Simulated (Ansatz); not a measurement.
**Is Al-Au stack of (111) layers a stable metal?**

Question: is the lattice of Al-Au stack of (111) layers stable, and if so, what are its coupling constant and resistivity?

Program: Ansatz 0.2.0. Level of theory: DFT PBEsol, scalar-relativistic, plane waves, PAW; PAW set soft_1. Results are calculated unless marked as measured.

### 1. Set-up

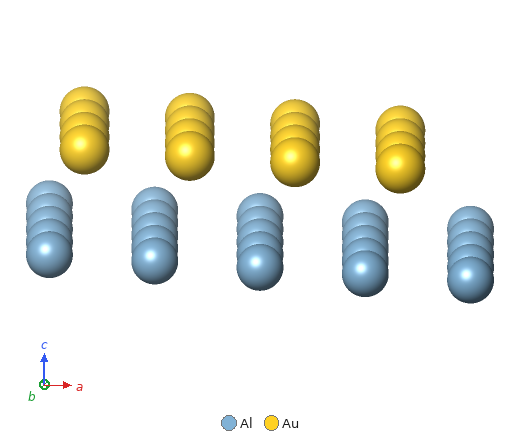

Start, viewed nearly edge on; aluminium light blue, gold yellow. 4×4×1 cells are drawn. Some periodic images of atoms are drawn too.

The cell holds 2 atoms: 1 Al and 1 Au. Cell: a = 2.885 Å, b = 2.885 Å, c = 13.356 Å, α = 90.0°, β = 90.0°, γ = 120.0°. Vacuum lies along c.

### 2. Rough relaxation

Large forces or a large pressure at the start call for a first relaxation with loose thresholds.

input.yaml

```yaml
crystal:
  lattice:
    - [2.885, 0.0, 0.0]
    - [-1.4425, 2.49848, 0.0]
    - [0.0, 0.0, 13.35559]
  atoms:
    - { symbol: Al, position: [0.0, 0.0, 0.41181261] }
    - { symbol: Au, position: [0.33333333, 0.66666667, 0.58818739] }
  periodic: [true, true, false]
kpoints:
  mp_grid: { grid: [9, 9, 1] }
hamiltonian:
  xc: pbesol
  pseudopotentials: { kind: paw, azcp: { folder: soft_1 }, xc_functional: pbe }
scf:
  occupations: { method: gaussian, width: 0.1 }
output:
  forces: true
  stress: true
  eigenvalues: true
relax:
  adjacent_minimum: "off"
  f_tol: 0.05
  max_steps: 80
  cell: { stress_2d_tol: 0.02 }
```

The run is started by

```
$ ansatz run input.yaml --threads 4 --pin off --max-ram 12288MiB --backend cpu --events-out ev --progress --plain --runs-dir out
```

Numbers of over 12 decimals in the logs are rounded to 6 here.

Output:

```text
Warning: crystal.periodic: the lattice vector that does not repeat stood 0.000° off the slab's normal, 13.356 Å along it as the deck builds it. The run solves the slab on a vector along the normal, 28.511 Å long, with every atom where it was (on the deck's vector they left 11.00 Å outside them, and the widest stretch free of ions among them is 2.36 Å). A fractional position that the run reports is one of the run's ce [...]
The last accepted step is kept in <dir> (removed where the run ends without a failure and the disk answers)
crystal.periodic: the lattice vector that does not repeat stood 0.000° off the slab's normal, 13.356 Å along it as the deck builds it. The run solves the slab on a vector along the normal, 28.511 Å long, with every atom where it was (on the deck's vector they left 11.00 Å outside them, and the widest stretch free of ions among them is 2.36 Å). A fractional position that the run reports is one of the run's cell, which [...]
Engine: ansatz 0.2.0, aarch64-unknown-linux-gnu
Pseudopotentials: kind: paw
Pseudopotential: Al, paw, valence charge 3, recommended cutoff 420 eV (normal), soft_1/Al.paw.azcp
Pseudopotential: Au, paw, valence charge 19, recommended cutoff 420 eV (normal), soft_1/Au.paw.azcp
Functional definition: PBEsol
  exchange = pbesol_x
  correlation = pbesol_c
Crystal: 2 atoms, lattice volume = 205.512 Å³
Basis set: ecut = 420 eV, 4019 PW (Γ), exchange–correlation on 40×40×384 points (8 copies of the dense FFT grid, shifted against one another)
Bands: 15, of which v1, the nominal top of the filled ones, is band 11 counted from 1 (10 counted from 0)
Symmetry: 6 space group operations
Space group: P3m1 (ITA 156), of the structure as read, at distance tolerance 5.9e-5 Å
k-points: 12 of 81 (time reversal used)
Non-local potential: Al, projectors of the file, l = 0: 2, l = 1: 2, l = 2: 1
Non-local potential: Au, projectors of the file, l = 0: 3, l = 1: 2, l = 2: 2, l = 3: 1
PAW form: soft (Blöchl's): semilocal exchange-correlation on the pseudo side does not see the compensation charge
PAW frozen core: Al, regenerated for the run's functional, and the local potential with it (the file was generated under x = pbe(κ = 0.804, μ = 0.219515), c = pbe(β = 0.066725))
PAW frozen core: Au, regenerated for the run's functional, and the local potential with it (the file was generated under x = pbe(κ = 0.804, μ = 0.219515), c = pbe(β = 0.066725))
PAW one-centre angular grid: Al, 110 points (default); XC on 64 Gauss nodes
PAW one-centre angular grid: Au, 590 points (default); XC on 64 Gauss nodes
Initial density: superposition of atomic densities (neutral atoms: chi_scale 0, normalization atom)
Initial wavefunctions: pseudopotential atomic-orbital guess
Functional: x = pbesol(κ = 0.804, μ = 0.123457), c = pbesol(β = 0.046)
SCF iter   1: F=—  HF=-13533.512351 eV  |F-HF|=—  |Δ(HF+E_count)|=         —  Δρ=3.23e-2  dr2=6.05e0  ethr=3.10e-3  ⟨swp⟩=12.9  Hψ=1772  notcnv=0
preconditioner: auto → LDOS  [insulator: Δε(μ)=0.154 eV  Ē_g=7.297 eV  σ=0.100 eV  W_gap=0.72  n_scr=16 (ndim 8)  ℏωp=9.7 eV  f_vac=0.751  D(μ)=1.55/eV (n_scr^D=10)  ε∞_Penn≈2.8  β→1.0]
SCF iter   2: F=—  HF=-13533.088946 eV  |F-HF|=—  |Δ(HF+E_count)|=   4.23e-1  Δρ=2.09e-2  dr2=1.61e0  ethr=3.10e-3  ⟨swp⟩=4.2  Hψ=635  notcnv=0
SCF iter   3: F=—  HF=-13532.794841 eV  |F-HF|=—  |Δ(HF+E_count)|=   2.94e-1  Δρ=4.23e-3  dr2=8.11e-2  ethr=3.10e-3  ⟨swp⟩=3.7  Hψ=566  notcnv=0
SCF iter   4: F=—  HF=-13532.788082 eV  |F-HF|=—  |Δ(HF+E_count)|=   6.76e-3  Δρ=1.68e-3  dr2=1.95e-2  ethr=3.69e-4  ⟨swp⟩=2.9  Hψ=432  notcnv=0
SCF iter   5: F=—  HF=-13532.785512 eV  |F-HF|=—  |Δ(HF+E_count)|=   2.57e-3  Δρ=6.06e-4  dr2=1.08e-3  ethr=8.88e-5  ⟨swp⟩=3.3  Hψ=367  notcnv=0
SCF iter   6: F=—  HF=-13532.785795 eV  |F-HF|=—  |Δ(HF+E_count)|=   2.83e-4  Δρ=1.75e-4  dr2=2.12e-4  ethr=4.90e-6  ⟨swp⟩=2.8  Hψ=324  notcnv=0
SCF iter   7: F=—  HF=-13532.785818 eV  |F-HF|=—  |Δ(HF+E_count)|=   2.32e-5  Δρ=4.31e-5  dr2=6.18e-6  ethr=9.63e-7  ⟨swp⟩=3.0  Hψ=343  notcnv=0
SCF iter   8: F=—  HF=-13532.785884 eV  |F-HF|=—  |Δ(HF+E_count)|=   6.60e-5  Δρ=9.32e-6  dr2=2.09e-7  ethr=2.81e-8  ⟨swp⟩=3.2  Hψ=381  notcnv=0
iter 9 did not close the SCF: its close was put off until two iterations running show no level that it waits for move by more than its bar (scf_convergence_deferred on its scf_iter line)
SCF iter   9: F=-13532.785885 eV  HF=-13532.785885 eV  |F-HF|=4.62e-8  |Δ(HF+E_count)|=   2.34e-7  Δρ=2.35e-6  dr2=1.31e-8  ethr=4.55e-10  ⟨swp⟩=14.5  Hψ=1267  notcnv=0
SCF iter  10: F=-13532.785885 eV  HF=-13532.785885 eV  |F-HF|=7.67e-9  |Δ(HF+E_count)|=   4.56e-8  Δρ=4.73e-7  dr2=5.97e-10  ethr=5.94e-11  ⟨swp⟩=5.4  Hψ=823  notcnv=0
SCF 1 converged in 10 iterations: F = -13532.785885 eV  dr2 = 5.97e-10
  greatest PAW one-centre occupation: 1.000 electrons in one spin orbital (limit 2), on the Au atom at site 1 (counted from 0), in its partial waves of l = 0
relax step   1: F+E_penalty+E_count = -13532.78588458 eV  Δ(F+E_penalty+E_count) = +0.000e0 eV  max|allowed force component| = 6.186e-1 eV/Å  Δτ_max = 0.0000 Å  P = -5.514 N/m  Ω = 205.512 Å³  fix = [c, alpha, beta]  reactions: c +0.000 N/m  (10 SCF iters, dr2 threshold 1.00e-7 eV, accepted)
Crystal: 2 atoms, lattice volume = 189.824 Å³
Basis set: ecut = 420 eV, 3719 PW (Γ), exchange–correlation on 40×40×384 points (8 copies of the dense FFT grid, shifted against one another)
Initial density: handed on by an earlier stage of this run
Initial wavefunctions: those handed on with the density
SCF iter   1: F=—  HF=-13532.910115 eV  |F-HF|=—  |Δ(HF+E_count)|=         —  Δρ=9.95e-3  dr2=7.32e-1  ethr=3.10e-3  ⟨swp⟩=12.2  Hψ=1642  notcnv=0
preconditioner: auto → LDOS  [insulator: Δε(μ)=0.470 eV  Ē_g=8.628 eV  σ=0.100 eV  W_gap=0.59  n_scr=16 (ndim 8)  ℏωp=10.1 eV  f_vac=0.769  D(μ)=1.67/eV (n_scr^D=10)  ε∞_Penn≈2.4  β→1.0]
SCF iter   2: F=—  HF=-13532.839319 eV  |F-HF|=—  |Δ(HF+E_count)|=   7.08e-2  Δρ=4.24e-3  dr2=1.39e-1  ethr=3.10e-3  ⟨swp⟩=3.1  Hψ=395  notcnv=0
SCF iter   3: F=—  HF=-13532.834012 eV  |F-HF|=—  |Δ(HF+E_count)|=   5.31e-3  Δρ=4.26e-3  dr2=1.22e-1  ethr=6.30e-4  ⟨swp⟩=3.8  Hψ=458  notcnv=0
SCF iter   4: F=—  HF=-13532.817677 eV  |F-HF|=—  |Δ(HF+E_count)|=   1.63e-2  Δρ=1.35e-3  dr2=5.90e-3  ethr=5.55e-4  ⟨swp⟩=3.1  Hψ=399  notcnv=0
SCF iter   5: F=—  HF=-13532.817022 eV  |F-HF|=—  |Δ(HF+E_count)|=   6.54e-4  Δρ=5.74e-4  dr2=1.74e-3  ethr=2.68e-5  ⟨swp⟩=3.6  Hψ=454  notcnv=0
SCF iter   6: F=—  HF=-13532.816965 eV  |F-HF|=—  |Δ(HF+E_count)|=   5.78e-5  Δρ=1.26e-4  dr2=3.17e-5  ethr=7.91e-6  ⟨swp⟩=2.9  Hψ=316  notcnv=0
[...]
SCF iter   3: F=—  HF=-13532.909993 eV  |F-HF|=—  |Δ(HF+E_count)|=   2.74e-3  Δρ=2.26e-3  dr2=2.21e-2  ethr=2.40e-4  ⟨swp⟩=2.9  Hψ=480  notcnv=0
SCF iter   4: F=—  HF=-13532.906762 eV  |F-HF|=—  |Δ(HF+E_count)|=   3.23e-3  Δρ=4.54e-4  dr2=1.08e-3  ethr=1.00e-4  ⟨swp⟩=2.8  Hψ=311  notcnv=0
SCF iter   5: F=—  HF=-13532.906640 eV  |F-HF|=—  |Δ(HF+E_count)|=   1.22e-4  Δρ=1.34e-4  dr2=1.19e-4  ethr=4.93e-6  ⟨swp⟩=3.2  Hψ=375  notcnv=0
SCF iter   6: F=—  HF=-13532.906729 eV  |F-HF|=—  |Δ(HF+E_count)|=   8.91e-5  Δρ=3.91e-5  dr2=2.52e-6  ethr=5.42e-7  ⟨swp⟩=2.8  Hψ=306  notcnv=0
SCF iter   7: F=—  HF=-13532.906736 eV  |F-HF|=—  |Δ(HF+E_count)|=   7.00e-6  Δρ=1.61e-5  dr2=1.35e-6  ethr=1.15e-8  ⟨swp⟩=3.5  Hψ=426  notcnv=0
iter 8 did not close the SCF: its close was put off until two iterations running show no level that it waits for move by more than its bar (scf_convergence_deferred on its scf_iter line)
SCF iter   8: F=-13532.906736 eV  HF=-13532.906736 eV  |F-HF|=3.41e-8  |Δ(HF+E_count)|=  8.40e-10  Δρ=5.77e-6  dr2=1.86e-7  ethr=9.09e-10  ⟨swp⟩=12.0  Hψ=1471  notcnv=0
iter 9 did not close the SCF: its close was put off until two iterations running show no level that it waits for move by more than its bar (scf_convergence_deferred on its scf_iter line)
SCF iter   9: F=-13532.906736 eV  HF=-13532.906736 eV  |F-HF|=3.27e-8  |Δ(HF+E_count)|=   1.26e-7  Δρ=1.57e-6  dr2=5.09e-9  ethr=8.45e-10  ⟨swp⟩=6.2  Hψ=955  notcnv=0
SCF iter  10: F=-13532.906736 eV  HF=-13532.906736 eV  |F-HF|=3.35e-9  |Δ(HF+E_count)|=   3.06e-8  Δρ=6.28e-7  dr2=1.32e-9  ethr=2.31e-11  ⟨swp⟩=4.3  Hψ=842  notcnv=0
SCF 3 converged in 10 iterations: F = -13532.906736 eV  dr2 = 1.32e-9
relax step   3: F+E_penalty+E_count = -13532.90673624 eV  Δ(F+E_penalty+E_count) = -8.969e-2 eV  max|allowed force component| = 1.829e-1 eV/Å  Δτ_max = 0.1024 Å  P = -1.297 N/m  Ω = 195.686 Å³  energy of the carried Pulay correction = +3.736e-4 eV  fix = [c, alpha, beta]  reactions: c -0.000 N/m  (10 SCF iters, dr2 threshold 2.00e-7 eV, accepted)
[...]
relax step   4: F+E_penalty+E_count = -13532.91288919 eV  Δ(F+E_penalty+E_count) = -6.153e-3 eV  max|allowed force component| = 4.559e-2 eV/Å  Δτ_max = 0.0137 Å  P = -0.263 N/m  Ω = 193.988 Å³  energy of the carried Pulay correction = +4.401e-4 eV  fix = [c, alpha, beta]  reactions: c -0.000 N/m  (7 SCF iters, dr2 threshold 2.00e-7 eV, accepted)
[...]
relax step   5: F+E_penalty+E_count = -13532.91321949 eV  Δ(F+E_penalty+E_count) = -3.303e-4 eV  max|allowed force component| = 1.330e-3 eV/Å  Δτ_max = 0.0045 Å  P = +0.002 N/m  Ω = 193.625 Å³  energy of the carried Pulay correction = +4.544e-4 eV  fix = [c, alpha, beta]  reactions: c +0.000 N/m  (6 SCF iters, dr2 threshold 1.14e-7 eV, accepted)
Initial wavefunctions: pseudopotential atomic-orbital guess (no wavefunctions were taken with the density)
iter 1 solved again at ethr=9.34e-7 eV; its pass at ethr=3.10e-3 eV (dr2=2.05e-4 eV) is discarded
SCF iter   1: F=—  HF=-13532.912738 eV  |F-HF|=—  |Δ(HF+E_count)|=         —  Δρ=4.35e-5  dr2=7.09e-7  ethr=9.34e-7  ⟨swp⟩=5.1  Hψ=2481  notcnv=0
preconditioner: auto → LDOS  [insulator: Δε(μ)=0.512 eV  Ē_g=8.392 eV  σ=0.100 eV  W_gap=0.65  n_scr=16 (ndim 8)  ℏωp=10.0 eV  f_vac=0.763  D(μ)=2.02/eV (n_scr^D=12)  ε∞_Penn≈2.4  β→1.0]
SCF iter   2: F=—  HF=-13532.912787 eV  |F-HF|=—  |Δ(HF+E_count)|=   4.89e-5  Δρ=1.31e-5  dr2=6.32e-7  ethr=3.22e-9  ⟨swp⟩=4.3  Hψ=528  notcnv=0
SCF iter   3: F=—  HF=-13532.912787 eV  |F-HF|=—  |Δ(HF+E_count)|=   2.07e-8  Δρ=3.64e-6  dr2=5.17e-8  ethr=2.87e-9  ⟨swp⟩=3.2  Hψ=359  notcnv=0
SCF iter   4: F=—  HF=-13532.912787 eV  |F-HF|=—  |Δ(HF+E_count)|=   2.07e-9  Δρ=1.22e-6  dr2=2.39e-8  ethr=2.35e-10  ⟨swp⟩=3.3  Hψ=397  notcnv=0
SCF iter   5: F=—  HF=-13532.912787 eV  |F-HF|=—  |Δ(HF+E_count)|=   7.00e-9  Δρ=8.45e-7  dr2=9.82e-9  ethr=1.09e-10  ⟨swp⟩=1.6  Hψ=234  notcnv=0
SCF iter   6: F=—  HF=-13532.912787 eV  |F-HF|=—  |Δ(HF+E_count)|=   7.06e-9  Δρ=6.84e-7  dr2=1.35e-9  ethr=4.47e-11  ⟨swp⟩=2.6  Hψ=274  notcnv=0
SCF iter   7: F=—  HF=-13532.912787 eV  |F-HF|=—  |Δ(HF+E_count)|=  3.42e-10  Δρ=1.48e-7  dr2=1.55e-10  ethr=6.14e-12  ⟨swp⟩=3.5  Hψ=383  notcnv=0
SCF iter   8: F=—  HF=-13532.912787 eV  |F-HF|=—  |Δ(HF+E_count)|=  5.51e-10  Δρ=2.98e-8  dr2=4.04e-12  ethr=1.00e-12  ⟨swp⟩=2.7  Hψ=318  notcnv=0
SCF iter   9: F=-13532.912787 eV  HF=-13532.912787 eV  |F-HF|=2.55e-11  |Δ(HF+E_count)|=  1.75e-10  Δρ=6.25e-9  dr2=1.30e-13  ethr=1.00e-12  ⟨swp⟩=13.8  Hψ=1368  notcnv=0
SCF 6 converged in 9 iterations: F = -13532.912787 eV  dr2 = 1.30e-13
relax step   6: F+E_penalty+E_count = -13532.91278655 eV  Δ(F+E_penalty+E_count) = +4.329e-4 eV  max|allowed force component| = 1.327e-3 eV/Å  Δτ_max = 0.0000 Å  P = -0.000 N/m  Ω = 193.625 Å³  fix = [c, alpha, beta]  reactions: c -0.000 N/m  stress off target by 2.09e-4 N/m on what of the cell is left free  SCF on the basis re-selected at this cell (its energy is not comparable with the rows above)  (9 SCF iters)
basis re-selected at this cell: Δ(F+E_penalty+E_count) = +4.329e-4 eV, ΔP = -0.002 N/m vs the last step (what re-selecting the basis moved, of the pressure what is left beyond the Pulay correction that the steps carried, after the strain that the cell walked since its last selection, with what the two solves' SCF thresholds leave and, on support functions, any second-order correction that the steps lacked; it is no m [...]
SCF converged after 9 iterations
Free energy (F): -13532.912787 eV
Harris-Foulkes:  -13532.912787 eV  (|F-HF|=2.55e-11)
Internal energy: -13532.902694 eV  (E = F + TS)
E sigma→0 (E₀):  -13532.907740 eV
Entropy (-TS):   -0.010092 eV (-5.046 meV/atom)
Fermi energy:    -4.360988 eV
--- Per-component energies (eV) ---
  E_band       = -715.789214
  E_kinetic    = 599.783508
  E_local      = -41731.276880  (includes V_loc(G=0)·N_el)
  E_nonlocal   = 110.546867
  E_hartree    = 20497.967787
  E_xc         = -250.848437
  E_vxc        = -289.514739  (∫ρ·V_xc dr)
  E_paw        = -10046.657464  (= ΣΔE_a)
  E_vpaw       = -401.265127  (= ΣTr[D̂ρ^β])
  E_aug_tail   = 0.001559  (compensation charges beyond the density's cutoff)
  E_ewald      = 17287.251700
  E_core_change = 0.328666  (= ΣΔE_core)
  E_smearing   = -0.010092  (= −TS)
  E_closure    = 0.000000  (closes the sum)
  Σ components = -13532.912787   (vs F -13532.912787, Δ=0.00e0)
--- Forces (eV/Å), atoms counted from 1 ---
  atom   1  Al    -0.00000000    -0.00000000     0.00132751
  atom   2  Au     0.00000000     0.00000000    -0.00132742
  max |Σ_I F_I| component: 8.89e-8 eV/Å
--- 2D stress c σ (N/m, compression-positive) ---
       -0.000209      -0.000000      -0.000000
       -0.000000      -0.000209       0.000000
       -0.000000       0.000000      -0.000000
  P = ½ c Tr σ = -0.0002 N/m
--- Band table (eV; the first three rows and the last of 12) ---
  k-point 0: bands = [... 7 lower, -9.2261, -8.7639, -7.5499, -7.5499, -5.6905, -1.4759 (-1.4763°), -0.1571, 0.3469]
  k-point 1: bands = [... 7 lower, -8.9471, -8.5976, -8.0914, -7.6190, -5.0379, -1.1329 (-1.1333°), 0.1467, 0.6698]
  k-point 2: bands = [... 7 lower, -8.8850, -8.1872, -8.0857, -7.7834, -3.7995, -0.2019 (-0.2022°), 0.9809, 1.4184]
  k-point 11: bands = [... 7 lower, -9.1455, -8.9690, -5.0561, -4.8456, -3.5041, -0.8962, 0.0285, 0.9299]
  ° read free of the cell's end (the report's vacuum.weakly_bound_levels)
--- Relaxed structure (5 steps of the walk, 5 accepted, 1 SCFs on fresh bases) ---
  F+E_penalty+E_count = -13532.91278655 eV   max|allowed force component| = 1.327e-3 eV/Å   (the final SCF, on the basis selected at the relaxed cell)
  cell:  # Å, volume = 193.6250 Å³
    - [2.800321, -6.2673591685221106e-18, 0]
    - [-1.400161, 2.425149, 0]
    - [0, 0, 28.511178]
  atoms:
    - { symbol: Al, position: [-5.08852218241229e-17, -2.312964641528915e-17, 0.195372] }
    - { symbol: Au, position: [0.333333, 0.666667, 0.273062] }
```

The job ended after 8.7 s (4 threads of Arm Neoverse V2, shared host; peak memory 0.44 GiB; 31 s of CPU time).

Relaxation path:

```
step  energy less that of the first step (eV)  largest force component (eV/Å)  volume (Å³)
   1                                   0.0000                          0.6186       205.51
   2                                  -0.0312                          1.0337       189.82
   3                                  -0.1209                          0.1829       195.69
   4                                  -0.1270                          0.0456       193.99
   5                                  -0.1273                          0.0013       193.62
  6*                                  -0.1269                          0.0013       193.62
```

Relaxation steps marked * repeat the geometry before them on a plane-wave basis chosen anew for their cell, so energy and pressure can jump there.

The run keeps the 6 symmetry operations that it works with, so distortions that break them were not tested.

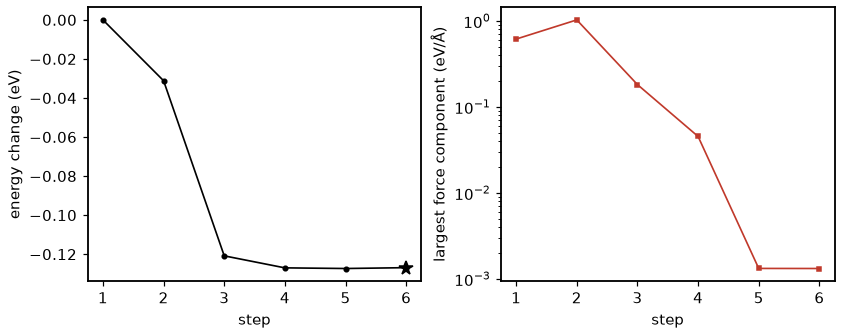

Energy and largest force along the relaxation. Stars mark steps on a basis chosen anew.

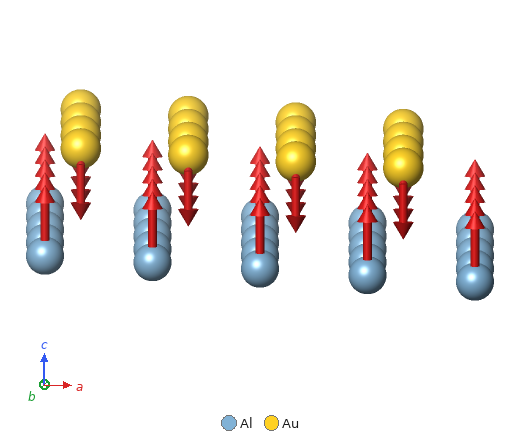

Displacements in the relaxation, exaggerated, measured against the changing cell; the longest in the cell stands for 0.07 Å. 4×4×1 cells are drawn. Some periodic images of atoms are drawn too.

```
cell as run  before  after  change
      a (Å)   2.885  2.800  -2.9 %
      b (Å)   2.885  2.800  -2.9 %
```

The atoms that moved most (Å, along periodic axes as changes of fractional coordinates times the final cell, across vacuum about the mean position):

```
atom     dx     dy      dz  length
 Al1  0.000  0.000   0.070   0.070
 Au2  0.000  0.000  -0.070   0.070
```

The relaxed structure:

```xyz
2
Lattice="2.8003 0.0000 0.0000 -1.4002 2.4251 0.0000 0.0000 0.0000 28.5112" Properties=species:S:1:pos:R:3
Al    0.0000    0.0000    5.5703
Au    0.0000    1.6168    7.7853
```

This step gave:

```
metallic on mesh  : yes
gap on the k-mesh : 0 eV
```

The relaxation ends with a largest force component of 0.0013 eV/Å.

### 3. Relaxing cell and atoms

Lattice constant and positions set the bands and the force constants, so the cell is relaxed first.

input.yaml, the sections that differ from step 2:

```yaml
crystal:
  lattice:
    - [2.8003210713, 0.0, 0.0]
    - [-1.4001605357, 2.4251491865, 0.0]
    - [0.0, 0.0, 28.511178496]
  atoms:
    - { symbol: Al, position: [0.0, 0.0, 0.1953715927] }
    - { symbol: Au, position: [0.3333333333, 0.6666666667, 0.2730618676] }
  periodic: [true, true, false]
kpoints:
  mp_grid: { grid: [12, 12, 1] }
relax:
  adjacent_minimum: "off"
  f_tol: 0.005
  max_steps: 80
  cell: { stress_2d_tol: 0.02 }
# hamiltonian, scf, output: as in step 2
```

Output:

```text
[the first part of the log is left out]
  E_vxc        = -289.441995  (∫ρ·V_xc dr)
  E_paw        = -10046.675960  (= ΣΔE_a)
  E_vpaw       = -401.242585  (= ΣTr[D̂ρ^β])
  E_aug_tail   = 0.001572  (compensation charges beyond the density's cutoff)
  E_ewald      = 17650.995713
  E_core_change = 0.328666  (= ΣΔE_core)
  E_smearing   = -0.002986  (= −TS)
  E_closure    = -0.000000  (closes the sum)
  Σ components = -13532.940220   (vs F -13532.940220, Δ=0.00e0)
--- Forces (eV/Å), atoms counted from 1 ---
[...]
0.000000       0.000000      -0.000000
  P = ½ c Tr σ = -0.0009 N/m
--- Band table (eV; the first three rows and the last of 19) ---
[...]
° read free of the cell's end (the report's vacuum.weakly_bound_levels)
--- Relaxed structure (5 steps of the walk, 5 accepted, 1 SCFs on fresh bases) ---
[...]
cell:  # Å, volume = 189.3873 Å³
    - [2.769507, 2.8549855684717785e-11, 0]
    - [-1.384754, 2.398464, 0]
    - [0, 0, 28.511178496]
  atoms:
    - { symbol: Al, position: [0, -2.775557561562892e-17, 0.193815] }
    - { symbol: Au, position: [0.333333, 0.666667, 0.274618] }
```

Run time: 11 s. Hardware: 4 threads; peak memory 0.45 GiB.

Step by step:

```
step  energy less that of the first step (eV)  largest force component (eV/Å)  volume (Å³)
   1                                   0.0000                          0.2087       193.62
   2                                  -0.0138                          0.0549       190.28
   3                                  -0.0147                          0.0013       189.30
   4                                  -0.0147                          0.0020       189.43
   5                                  -0.0147                          0.0000       189.39
   6                                  -0.0145                          0.0001       189.39
```

The log counts 1 steps on a newly chosen plane-wave basis, not all of them marked here; energy and pressure can jump at such steps.

```
cell as run  before  after  change
      a (Å)   2.800  2.770  -1.1 %
      b (Å)   2.800  2.770  -1.1 %
```

The atoms that moved most (Å, along periodic axes as changes of fractional coordinates times the final cell, across vacuum about the mean position):

```
atom     dx     dy      dz  length
 Al1  0.000  0.000  -0.044   0.044
 Au2  0.000  0.000   0.044   0.044
```

Final coordinates:

```cif
data_structure
_symmetry_space_group_name_H-M 'P 1'
_symmetry_Int_Tables_number 1
_cell_length_a 2.7695
_cell_length_b 2.7695
_cell_length_c 28.5112
_cell_angle_alpha 90.000
_cell_angle_beta 90.000
_cell_angle_gamma 120.000
_cell_volume 189.39
loop_
_atom_site_label
_atom_site_type_symbol
_atom_site_fract_x
_atom_site_fract_y
_atom_site_fract_z
_atom_site_occupancy
Al1 Al 0.00000 0.00000 0.19381 1
Au2 Au 0.33333 0.66667 0.27462 1
```

The relaxation ends with a largest force component of 5.6e-5 eV/Å.

(Continued in part 2 of 2.)

[Logs are printed without paths, hosts, clocks, repeated set-up lines and the standing remarks that a program may print on its own settings, such as how far it seeks lower states.]

[Hosts, paths, dates, database ids (printed as entryN), source tags and the programs' standing remarks are cut or masked in the printed files.]
